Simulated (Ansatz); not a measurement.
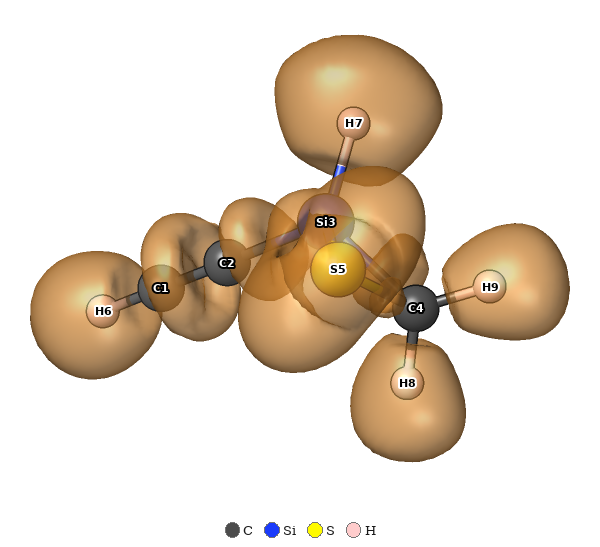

*C3H4SSi (SMILES C#C[SiH]1CS1). Isosurface of the ELF at 0.8 (orange), seen at a tilt. Only the valence region is drawn (cores and ρ < 0.01 e/Å³ removed).*

Geometry: PBE0-D4/def2-TZVP.

Method: Ansatz, RKS PBE0-D4/def2-TZVPP.

Input file:

```
crystal:
  periodic: [false, false, false]
  atoms:
    - {symbol: C, position_ang: [-0.909317, -2.051166, 1.341560]}
    - {symbol: C, position_ang: [-0.706339, -0.986610, 0.812101]}
    - {symbol: Si, position_ang: [-0.432448, 0.614370, 0.019737]}
    - {symbol: C, position_ang: [1.013344, 0.829442, -1.089783]}
    - {symbol: S, position_ang: [1.248661, 1.731789, 0.526577]}
    - {symbol: H, position_ang: [-1.082919, -2.992752, 1.810796]}
    - {symbol: H, position_ang: [-1.701738, 1.307028, -0.267259]}
    - {symbol: H, position_ang: [1.710492, 0.008147, -1.224278]}
    - {symbol: H, position_ang: [0.948863, 1.493451, -1.946452]}
basis:
  gaussian: {orbitals: def2-TZVPP}
hamiltonian: {xc: pbe0, dispersion: d4}
output: {orbitals: {seedname: orbitals}}
```

Launched as:

```sh
ansatz run in.yaml --threads 2 --pin off --events-out ev --progress --plain --max-ram 4352MiB
```

### Describe the localisation domains.

The ELF exceeds this value in one region between bonded C–C atoms (shared pairs), one region between bonded C–S atoms (shared pairs), two regions between bonded C–Si atoms (shared pairs), four regions around hydrogen nuclei and one region wrapped around S (its lone pairs, merged into a ring or cap). Profiles from the grid: C–C (1.21 Å): the ELF peaks at about 0.85 between the atoms; a multiple bond. C–Si (1.81 Å): the ELF peaks at about 0.95 between the atoms: localised, covalent bonding.
